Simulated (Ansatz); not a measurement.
# BSiPH+ (quintet): one geometry, many settings

What do other methods and options give for BSiPH+ (quintet) at this geometry, and how long do they take?

Computed with Ansatz 0.2.0, Gaussian basis. Level: the settings change from run to run.

20 further runs of the same task are left out: 8 that didn't finish, 12 set aside as unsound or not needed.

### 1 The geometry

The geometry is a PBE0/def2-TZVP stationary point (not a proven minimum) of the parent state, kept for this charge and spin.

4 atoms, charge 1, spin multiplicity 5.

Atoms are counted from 1 here; the program's logs count them from 0.

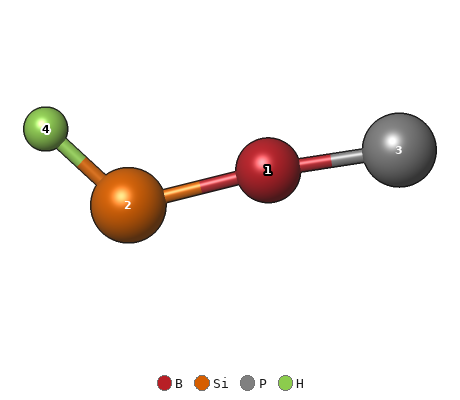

The structure; boron red, silicon orange, phosphorus grey, hydrogen green; atoms are numbered from 1 in the order of the file.

### 2 HF/cc-pVDZ

in.yaml reads:

```yaml
crystal:
  periodic: [false, false, false]
  atoms:
    - {symbol: B, position_ang: [-0.000235, -0.216621, -0.738904]}
    - {symbol: Si, position_ang: [0.000057, -0.360027, 1.164652]}
    - {symbol: P, position_ang: [0.000067, -0.246140, -2.494670]}
    - {symbol: H, position_ang: [0.000110, 0.822787, 2.068922]}
basis:
  gaussian: {orbitals: cc-pVDZ}
total_charge: 1
magnetization: {spin_polarized: false, initial_magnetization: 4}
hamiltonian: {xc: hf}
scf: {lower_state_search: off}
output: {orbitals: {seedname: orbitals}}
```

Started as:

```bash
$ ansatz run in.yaml --threads 1 --pin off --events-out ev --progress --plain --max-ram 2393MiB
```

Log:

```text
Functional definition: HF
  name "HF"
  cite "Fock, Z. Phys. 61, 126 (1930) doi:10.1007/BF01340294"
  parent pbe
  exchange = exact_x
  correlation = 0
these checks for a lower state are left out or cut short: stability, starts, cluster_reference, orbital_swaps, neighbouring_geometries, increment
552 factors; integrals over basis functions are off by at most 1.4e-3 eV
mean field evaluation 1: about -17809.3753 eV, gradient 1.1e1 eV
mean field evaluation 2: about -17809.4464 eV, gradient 1.1e1 eV
mean field evaluation 4: about -17810.6695 eV, gradient 2.1e0 eV
mean field evaluation 8: about -17810.7388 eV, gradient 2.3e-1 eV
mean field -17810.74121798 eV, -654.5326672067 hartree, gradient 1.6e-6 eV, S^2 6.000000; 0 other end points of the search recorded, 0 dependent functions left out
reference -17810.74121798 eV, -654.5326672067 hartree; 19, 15 occupied and 36, 40 virtual orbitals, 552 factors
Total energy: -17810.74121798 eV, -654.5326672067 hartree
Checks for a lower state left out: stability, starts, cluster_reference, orbital_swaps, neighbouring_geometries, increment
```

Run time: 1.1 s. Hardware: 1 thread of AMD EPYC, shared host.

### 3 NEVPT2(6,6)/STO-3G

Changes to in.yaml since step 2:

```diff
@@ -8,7 +8,7 @@
 basis:
-  gaussian: {orbitals: cc-pVDZ}
+  gaussian: {orbitals: STO-3G}
 total_charge: 1
 magnetization: {spin_polarized: false, initial_magnetization: 4}
-hamiltonian: {xc: hf}
-scf: {lower_state_search: off}
-output: {orbitals: {seedname: orbitals}}
+correlation: {method: sc_nevpt2, electrons: all, active_space: {window: {electrons: 6, orbitals: 6}, states: [{multiplicity: 5, weights: [0.5, 1, 0.5, 1]}, {multiplicity: 7, weights: [1]}], root: 3}}
+scf: {lower_state_search: full}
+output: {forces: true}
```

The command is unchanged.

Log, cut to the lines that bear on the results:

```text
Functional definition: HF
  name "HF"
  cite "Fock, Z. Phys. 61, 126 (1930) doi:10.1007/BF01340294"
  parent pbe
[...]
407 factors; integrals over basis functions are off by at most 3.5e-8 eV
[...]
mean field -17609.57398736 eV, -647.1399078377 hartree, gradient 5.4e-6 eV, S^2 6.000000; 5 other end points of the search recorded, 0 dependent functions left out
reference -17609.57398736 eV, -647.1399078377 hartree; 19, 15 occupied and 5, 9 virtual orbitals, 407 factors
state -17609.36874058 eV, -647.1323651575 hartree
state -17607.96793758 eV, -647.0808865967 hartree
state -17606.97680149 eV, -647.0444630174 hartree
state -17606.90713181 eV, -647.0419027039 hartree
state -17609.36874058 eV, -647.1323651575 hartree; corrected -17611.73372627 eV, -647.2192767785 hartree
state -17607.96793758 eV, -647.0808865967 hartree; corrected -17610.26082060 eV, -647.1651484934 hartree
state -17606.97680149 eV, -647.0444630174 hartree; corrected -17609.10758957 eV, -647.1227680348 hartree
state -17606.90713181 eV, -647.0419027039 hartree; corrected -17609.81553736 eV, -647.1487846364 hartree
state -17605.55029568 eV, -646.9920398958 hartree
state -17605.55029568 eV, -646.9920398958 hartree; corrected -17607.32009332 eV, -647.0570787593 hartree
[...]
Total energy: -17609.81553736 eV, -647.1487846364 hartree
Atom 0 at    -0.000235    -0.216621    -0.738904 Å, force     0.000234     1.149800     2.885880 eV/Å
Atom 1 at     0.000057    -0.360027     1.164652 Å, force     0.000057    -0.367248    -0.214292 eV/Å
Atom 2 at     0.000067    -0.246140    -2.494670 Å, force     0.000042    -0.476028    -1.891784 eV/Å
Atom 3 at     0.000110     0.822787     2.068922 Å, force    -0.000334    -0.306524    -0.779804 eV/Å
Dipole moment:     0.000056    -0.079729     0.169818 e Å
```

Wall time 3.6 s (1 thread of AMD EPYC, shared host).

From the report: 36 determinants; active occupations (of the averaged states) 1.25, 1.24, 1.21, 1.00, 0.87, 0.43.

### 4 CASSCF(6,8)/6-31G

in.yaml reads:

```yaml
crystal:
  periodic: [false, false, false]
  atoms:
    - {symbol: B, position_ang: [-0.000235, -0.216621, -0.738904]}
    - {symbol: Si, position_ang: [0.000057, -0.360027, 1.164652]}
    - {symbol: P, position_ang: [0.000067, -0.246140, -2.494670]}
    - {symbol: H, position_ang: [0.000110, 0.822787, 2.068922]}
basis:
  gaussian: {orbitals: 6-31G}
total_charge: 1
magnetization: {spin_polarized: false, initial_magnetization: 4}
correlation: {active_space: {window: {electrons: 6, orbitals: 8}}}
scf: {lower_state_search: off}
```

Launched as before.

Log:

```text
Functional definition: HF
  name "HF"
  cite "Fock, Z. Phys. 61, 126 (1930) doi:10.1007/BF01340294"
  parent pbe
  exchange = exact_x
  correlation = 0
these checks for a lower state are left out or cut short: stability, starts, cluster_reference, orbital_swaps, neighbouring_geometries, increment
438 factors; integrals over basis functions are off by at most 2.0e-4 eV
mean field evaluation 1: about -17807.0996 eV, gradient 8.9e0 eV
mean field evaluation 2: about -17807.1086 eV, gradient 9.0e0 eV
mean field evaluation 4: about -17808.0858 eV, gradient 1.1e0 eV
mean field evaluation 8: about -17808.1068 eV, gradient 5.1e-3 eV
mean field -17808.10683328 eV, -654.4358553546 hartree, gradient 1.1e-6 eV, S^2 6.000000; 0 other end points of the search recorded, 0 dependent functions left out
reference -17808.10683328 eV, -654.4358553546 hartree; 19, 15 occupied and 18, 22 virtual orbitals, 438 factors
state -17808.93613236 eV, -654.4663315337 hartree
Total energy: -17808.93613236 eV, -654.4663315337 hartree
Checks for a lower state left out: stability, starts, cluster_reference, orbital_swaps, neighbouring_geometries, increment
```

Wall time 2.6 s (1 thread of AMD EPYC, shared host).

From the report: 448 determinants; active occupations 1.97, 1.00, 1.00, 0.99, 0.99, 0.02, 0.02, 0.01.

### 5 BCCD on UHF/6-31G*

in.yaml reads:

```yaml
crystal:
  periodic: [false, false, false]
  atoms:
    - {symbol: B, position_ang: [-0.000235, -0.216621, -0.738904]}
    - {symbol: Si, position_ang: [0.000057, -0.360027, 1.164652]}
    - {symbol: P, position_ang: [0.000067, -0.246140, -2.494670]}
    - {symbol: H, position_ang: [0.000110, 0.822787, 2.068922]}
basis:
  gaussian: {orbitals: "6-31G*"}
total_charge: 1
magnetization: {spin_polarized: true, initial_magnetization: 4}
correlation: {method: bccd, electrons: outside_noble_gas}
output: {forces: true}
```

Launched as before.

Log, cut to the lines that bear on the results:

```text
Functional definition: HF
  name "HF"
  cite "Fock, Z. Phys. 61, 126 (1930) doi:10.1007/BF01340294"
  parent pbe
[...]
507 factors; integrals over basis functions are off by at most 7.5e-4 eV
[...]
mean field -17809.91270116 eV, -654.5022197754 hartree, gradient 2.6e-6 eV, S^2 6.033232; 2 other end points of the search recorded, 0 dependent functions left out
determinant -17809.91270116 eV, -654.5022197754 hartree, with singles and doubles -17815.73323864 eV, -654.7161205822 hartree
determinant -17807.92435921 eV, -654.4291495565 hartree, with singles and doubles -17813.58918650 eV, -654.6373281193 hartree
determinant -17807.88136360 eV, -654.4275694968 hartree, with singles and doubles -17813.96216926 eV, -654.6510349829 hartree
11 core orbitals not correlated: weight in the atoms' cores, before any rotation towards them, 1.000 or more for the frozen orbitals, at most 0.000 for the correlated occupied ones
reference -17809.91270116 eV, -654.5022197754 hartree; 8, 4 occupied and 36, 40 virtual orbitals, 507 factors
second order -4.67642921 eV of doubles, -0.00000000 eV of singles
cycle   1  -5.81209316 eV  change    8.4e-3 eV  update   9.4e-3
[...]
cycle  15  -5.80794027 eV  change    2.0e-7 eV  update   6.2e-7
[...]
Total energy: -17815.72064143 eV, -654.7156576434 hartree
Atom 0 at    -0.000235    -0.216621    -0.738904 Å, force    -0.000028     0.201507     2.537292 eV/Å
Atom 1 at     0.000057    -0.360027     1.164652 Å, force    -0.000114    -0.110887     0.550384 eV/Å
Atom 2 at     0.000067    -0.246140    -2.494670 Å, force     0.000210    -0.082895    -2.994645 eV/Å
Atom 3 at     0.000110     0.822787     2.068922 Å, force    -0.000068    -0.007725    -0.093030 eV/Å
Dipole moment:    -0.000042     0.041836     0.198150 e Å
```

It took 17 s on 1 thread of AMD EPYC, shared host.

From the report: ⟨S²⟩ of the determinant 6.033 (pure quintet: 6.00); correlation -5.8079 eV; largest double amplitude 0.05.

### 6 CCSD(T) on ROHF/def2-SVP

Changes to in.yaml since step 5:

```diff
@@ -8,6 +8,7 @@
 basis:
-  gaussian: {orbitals: "6-31G*"}
+  gaussian: {orbitals: def2-SVP}
 total_charge: 1
-magnetization: {spin_polarized: true, initial_magnetization: 4}
-correlation: {method: bccd, electrons: outside_noble_gas}
+magnetization: {spin_polarized: false, initial_magnetization: 4}
+correlation: {method: ccsd_t, electrons: outside_noble_gas, diis_vectors: 2}
+scf: {lower_state_search: light}
 output: {forces: true}
```

Same command.

Log, cut to the lines that bear on the results:

```text
Functional definition: HF
  name "HF"
  cite "Fock, Z. Phys. 61, 126 (1930) doi:10.1007/BF01340294"
  parent pbe
[...]
523 factors; integrals over basis functions are off by at most 9.8e-4 eV
[...]
mean field -17804.56233173 eV, -654.3055973254 hartree, gradient 5.9e-6 eV, S^2 6.000000; 1 other end points of the search recorded, 0 dependent functions left out
[...]
determinant -17804.56233173 eV, -654.3055973254 hartree, with singles and doubles -17810.95835538 eV, -654.5406468590 hartree
determinant -17802.42930586 eV, -654.2272100703 hartree, with singles and doubles -17809.21055163 eV, -654.4764162560 hartree
11 core orbitals not correlated: weight in the atoms' cores, before any rotation towards them, 1.000 or more for the frozen orbitals, at most 0.000 for the correlated occupied ones
reference -17804.56233173 eV, -654.3055973254 hartree; 8, 4 occupied and 36, 40 virtual orbitals, 523 factors
second order -5.12292346 eV of doubles, -0.11005258 eV of singles
cycle   1  -6.39649523 eV  change   -4.7e-4 eV  update   2.1e-3
[...]
cycle  20  -6.39783727 eV  change   -3.6e-7 eV  update   9.3e-7
perturbative correction -0.23441092 eV, -0.0086144423 hartree
[...]
Total energy: -17811.19457992 eV, -654.5493279507 hartree
Atom 0 at    -0.000235    -0.216621    -0.738904 Å, force    -0.000104     0.193188     2.627540 eV/Å
Atom 1 at     0.000057    -0.360027     1.164652 Å, force    -0.000090    -0.024441     0.753846 eV/Å
Atom 2 at     0.000067    -0.246140    -2.494670 Å, force     0.000258    -0.089072    -3.282636 eV/Å
Atom 3 at     0.000110     0.822787     2.068922 Å, force    -0.000064    -0.079675    -0.098750 eV/Å
Dipole moment:    -0.000043     0.038293     0.189567 e Å
```

Run time: 18 s. Hardware: 1 thread of AMD EPYC, shared host.

From the report: correlation -6.6322 eV; T1 0.028; largest double amplitude 0.05.

### 7 MRCISD+Q(relaxed)(6,6)/STO-3G

Changes to in.yaml since step 6:

```diff
@@ -8,7 +8,5 @@
 basis:
-  gaussian: {orbitals: def2-SVP}
+  gaussian: {orbitals: STO-3G, fitting: {mean_field: def2-universal-jkfit}}
 total_charge: 1
 magnetization: {spin_polarized: false, initial_magnetization: 4}
-correlation: {method: ccsd_t, electrons: outside_noble_gas, diis_vectors: 2}
-scf: {lower_state_search: light}
-output: {forces: true}
+correlation: {method: fic_mrcisd_q_relaxed, electrons: outside_noble_gas, active_space: {window: {electrons: 6, orbitals: 6}}}
```

Same command.

Log, cut to the lines that bear on the results:

```text
Functional definition: HF
  name "HF"
  cite "Fock, Z. Phys. 61, 126 (1930) doi:10.1007/BF01340294"
  parent pbe
[...]
349 factors; integrals over basis functions are off by at most 8.1e-3 eV
[...]
mean field -17609.58906164 eV, -647.1404618070 hartree, gradient 1.7e-6 eV, S^2 6.000000; 0 other end points of the search recorded, 0 dependent functions left out
reference -17609.58906164 eV, -647.1404618070 hartree; 19, 15 occupied and 5, 9 virtual orbitals, 349 factors
state -17610.09831547 eV, -647.1591765402 hartree
contracted CI cycle   1: correlation -0.00000000 eV, -0.0000000000 hartree, residual 8.84e0 eV
contracted CI cycle   2: correlation -2.08682096 eV, -0.0766892556 hartree, residual 1.83e0 eV
contracted CI cycle   3: correlation -2.22046736 eV, -0.0816006704 hartree, residual 6.79e-1 eV
contracted CI cycle   4: correlation -2.23874791 eV, -0.0822724681 hartree, residual 2.76e-1 eV
[...]
contracted CI cycle   6: correlation -2.45320931 eV, -0.0901537793 hartree, residual 6.85e-2 eV
contracted CI cycle   7: correlation -2.45338651 eV, -0.0901602914 hartree, residual 3.65e-2 eV
contracted CI cycle   8: correlation -2.45343903 eV, -0.0901622213 hartree, residual 1.79e-2 eV
contracted CI cycle   9: correlation -2.45345098 eV, -0.0901626607 hartree, residual 8.17e-3 eV
contracted CI cycle  10: correlation -2.45345338 eV, -0.0901627486 hartree, residual 3.52e-3 eV
contracted CI cycle  11: correlation -2.45345390 eV, -0.0901627678 hartree, residual 1.86e-3 eV
contracted CI cycle  12: correlation -2.45345407 eV, -0.0901627740 hartree, residual 1.09e-3 eV
state -17609.86047364 eV, -647.1504360141 hartree; corrected -17612.53392745 eV, -647.2486836296 hartree
state -17609.86047364 eV, -647.1504360141 hartree; corrected -17612.53392745 eV, -647.2486836296 hartree
WARN: the results are in doubt because another end's mean lies 0.238 eV lower, and its corrected mean 0.008 eV higher
Total energy: -17612.53392745 eV, -647.2486836296 hartree
In doubt: another end's mean lies 0.238 eV lower, and its corrected mean 0.008 eV higher
```

Wall time 3.9 s (1 thread of AMD EPYC, shared host).

From the report: 36 determinants; active occupations 1.98, 1.00, 1.00, 1.00, 1.00, 0.02. The program marks this result as in doubt; its last lines say why.

### 8 CCSD/def2-mTZVP

in.yaml reads:

```yaml
crystal:
  periodic: [false, false, false]
  atoms:
    - {symbol: B, position_ang: [-0.000235, -0.216621, -0.738904]}
    - {symbol: Si, position_ang: [0.000057, -0.360027, 1.164652]}
    - {symbol: P, position_ang: [0.000067, -0.246140, -2.494670]}
    - {symbol: H, position_ang: [0.000110, 0.822787, 2.068922]}
basis:
  gaussian: {orbitals: def2-mTZVP}
total_charge: 1
magnetization: {spin_polarized: false, initial_magnetization: 4}
hamiltonian: {xc: {name: PBE0}}
correlation: {method: ccsd, electrons: valence}
scf: {lower_state_search: light}
```

Same command.

Log, cut to the lines that bear on the results:

```text
Functional definition: PBE0
  name "PBE0"
  cite "Adamo & Barone, J. Chem. Phys. 110, 6158 (1999) doi:10.1063/1.478522"
  cite "Perdew, Burke & Ernzerhof, Phys. Rev. Lett. 77, 3865 (1996) doi:10.1103/PhysRevLett.77.3865"
  parent pbe
[...]
566 factors; integrals over basis functions are off by at most 1.3e-3 eV
[...]
mean field -17837.83995662 eV, -655.5285274836 hartree, gradient 7.8e-6 eV, S^2 6.000000; 0 other end points of the search recorded, 0 dependent functions left out
[...]
11 core orbitals not correlated: weight in the atoms' cores, before any rotation towards them, 1.000 or more for the frozen orbitals, at most 0.000 for the correlated occupied ones
reference -17810.33178194 eV, -654.5176207099 hartree; 8, 4 occupied and 47, 51 virtual orbitals, 566 factors
second order -5.21980981 eV of doubles, -0.33028248 eV of singles
cycle   1  -6.09629625 eV  change   -5.5e-1 eV  update   7.1e-2
[...]
cycle  13  -6.36807606 eV  change   -3.2e-6 eV  update   1.2e-5
Total energy: -17816.69985800 eV, -654.7516431886 hartree
```

Run time: 10 s. Hardware: 1 thread of AMD EPYC, shared host.

From the report: correlation -6.3681 eV; T1 0.022; largest double amplitude 0.05. The orbitals are Kohn-Sham ones, so correlation energy and T1 don't compare with those on Hartree-Fock orbitals.

### 9 CCSD on ROHF/def2-SVP

Changes to in.yaml since step 8:

```diff
@@ -8,7 +8,7 @@
 basis:
-  gaussian: {orbitals: def2-mTZVP}
+  gaussian: {orbitals: def2-SVP}
 total_charge: 1
 magnetization: {spin_polarized: false, initial_magnetization: 4}
-hamiltonian: {xc: {name: PBE0}}
-correlation: {method: ccsd, electrons: valence}
-scf: {lower_state_search: light}
+hamiltonian: {pseudopotentials: {relativity: none}}
+correlation: {method: ccsd, electrons: outside_noble_gas}
+scf: {omitted_lower_state_checks: [cluster_reference]}
```

Launched as before.

Log, cut to the lines that bear on the results:

```text
Functional definition: HF
  name "HF"
  cite "Fock, Z. Phys. 61, 126 (1930) doi:10.1007/BF01340294"
  parent pbe
[...]
523 factors; integrals over basis functions are off by at most 9.8e-4 eV
[...]
mean field -17804.56233173 eV, -654.3055973254 hartree, gradient 5.9e-6 eV, S^2 6.000000; 0 other end points of the search recorded, 0 dependent functions left out
11 core orbitals not correlated: weight in the atoms' cores, before any rotation towards them, 1.000 or more for the frozen orbitals, at most 0.000 for the correlated occupied ones
reference -17804.56233173 eV, -654.3055973254 hartree; 8, 4 occupied and 36, 40 virtual orbitals, 523 factors
second order -5.12292346 eV of doubles, -0.11005258 eV of singles
cycle   1  -6.05437965 eV  change   -8.2e-1 eV  update   7.9e-2
[...]
cycle  15  -6.39783590 eV  change    1.4e-6 eV  update   3.9e-6
Total energy: -17810.96016763 eV, -654.5407134580 hartree
Checks for a lower state left out: cluster_reference
```

It took 3.4 s on 1 thread of AMD EPYC, shared host.

From the report: correlation -6.3978 eV; T1 0.028; largest double amplitude 0.05.

### 10 NEVPT2(8,7)/6-31G

in.yaml reads:

```yaml
crystal:
  periodic: [false, false, false]
  atoms:
    - {symbol: B, position_ang: [-0.000235, -0.216621, -0.738904]}
    - {symbol: Si, position_ang: [0.000057, -0.360027, 1.164652]}
    - {symbol: P, position_ang: [0.000067, -0.246140, -2.494670]}
    - {symbol: H, position_ang: [0.000110, 0.822787, 2.068922]}
basis:
  gaussian: {orbitals: 6-31G}
total_charge: 1
magnetization: {spin_polarized: false, initial_magnetization: 4}
correlation: {method: sc_nevpt2, electrons: outside_noble_gas, active_space: {window: {electrons: 8, orbitals: 7}}}
accuracy: high
```

The command is unchanged.

Log:

```text
Functional definition: HF
  name "HF"
  cite "Fock, Z. Phys. 61, 126 (1930) doi:10.1007/BF01340294"
  parent pbe
  exchange = exact_x
  correlation = 0
799 factors; integrals over basis functions are off by at most 5.1e-9 eV
mean field evaluation 1: about -17807.0982 eV, gradient 8.9e0 eV
mean field evaluation 2: about -17807.1085 eV, gradient 9.0e0 eV
mean field evaluation 4: about -17808.0859 eV, gradient 1.1e0 eV
mean field evaluation 8: about -17808.1069 eV, gradient 5.1e-3 eV
mean field evaluation 16: about -17805.9619 eV, gradient 1.9e0 eV
mean field -17808.10694768 eV, -654.4358595587 hartree, gradient 6.8e-8 eV, S^2 6.000000; 2 other end points of the search recorded, 0 dependent functions left out
reference -17808.10694768 eV, -654.4358595587 hartree; 19, 15 occupied and 18, 22 virtual orbitals, 799 factors
state -17808.59997958 eV, -654.4539781469 hartree
state -17808.59997958 eV, -654.4539781469 hartree; corrected -17810.72836878 eV, -654.5321950075 hartree
Total energy: -17810.72836878 eV, -654.5321950075 hartree
```

Wall time 5.5 s (1 thread of AMD EPYC, shared host).

From the report: 147 determinants; active occupations 2.00, 1.97, 1.00, 1.00, 1.00, 1.00, 0.03.

### 11 The runs in one table

Where basis and cores are those of an earlier UCCSDT(Q)/cc-pVDZ run (-17817.4530 eV), and the state is the same kind, the miss against it is given. † marks a result that the program doubts.

| level | correlated | functions | energy (eV) | from UCCSDT(Q) (meV) | time |
| --- | --- | --- | --- | --- | --- |
| HF/cc-pVDZ |  | 55 | -17810.7412 | 6711.8 | 1.1 s |
| NEVPT2(6,6)/STO-3G (excited root 3 of an average) | all | 24 | -17609.8155 |  | 3.6 s |
| CASSCF(6,8)/6-31G |  | 37 | -17808.9361 |  | 2.6 s |
| BCCD on UHF/6-31G* | outside noble gas | 55 | -17815.7206 |  | 17 s |
| CCSD(T) on ROHF/def2-SVP | outside noble gas | 55 | -17811.1946 |  | 18 s |
| MRCISD+Q(relaxed)(6,6)/STO-3G † | outside noble gas | 24 | -17612.5339 |  | 3.9 s |
| CCSD/def2-mTZVP (on PBE0 orbitals) | valence | 66 | -17816.6999 |  | 10 s |
| CCSD on ROHF/def2-SVP | outside noble gas | 55 | -17810.9602 |  | 3.4 s |
| NEVPT2(8,7)/6-31G | outside noble gas | 37 | -17810.7284 |  | 5.5 s |

### 12 Summary of results

| quantity | value |
| --- | --- |
| runs | 9 |
| quickest | HF/cc-pVDZ, 1.1 s |
| slowest | CCSD(T) on ROHF/def2-SVP, 18 s |

Total energies in different bases, with other cores or another treatment of relativity can't be set against each other. CCSD(T) on ROHF/def2-SVP took 17 times as long as HF/cc-pVDZ; the jobs differ in more than the method. Hartree-Fock, CASSCF and CASCI lack dynamic correlation by design.
